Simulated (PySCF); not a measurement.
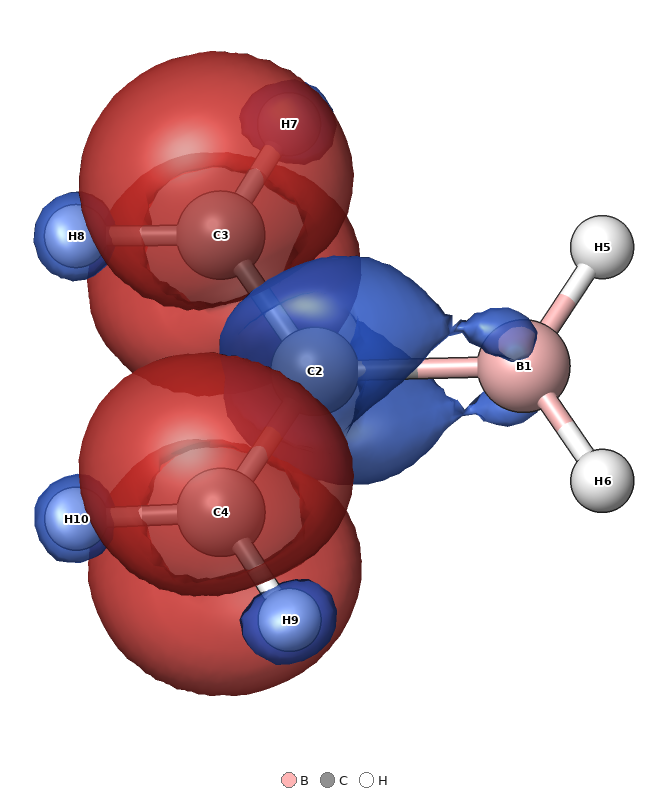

*C3H6B (SMILES BC([CH2])=C) (doublet). Isosurfaces of the spin density (α minus β) at +0.015 (red) and −0.015 e/Å³ (blue), seen at a tilt.*

Geometry: GFN2-xTB.

Computed with UKS B3LYP, pcH-1 on B C H, non-relativistic, mean-field spin-orbit, GIAO (PySCF).

| atom | x (Å) | y (Å) | z (Å) |
| --- | --- | --- | --- |
| B | 1.3683 | -0.5977 | 0.2046 |
| C | -0.0447 | 0.0205 | -0.0101 |
| C | -0.1791 | 1.2932 | -0.5470 |
| C | -1.1822 | -0.6960 | 0.3351 |
| H | 2.3233 | 0.0087 | -0.0883 |
| H | 1.4765 | -1.6683 | 0.6604 |
| H | 0.6800 | 1.8741 | -0.8276 |
| H | -1.1486 | 1.7404 | -0.6999 |
| H | -1.1141 | -1.6831 | 0.7543 |
| H | -2.1706 | -0.2872 | 0.1960 |

> Describe the spin distribution.

The unpaired spin (1 electron) lies mostly on C3 (about 0.5) and C4 (about 0.5), in electrons by Hirshfeld's partition.
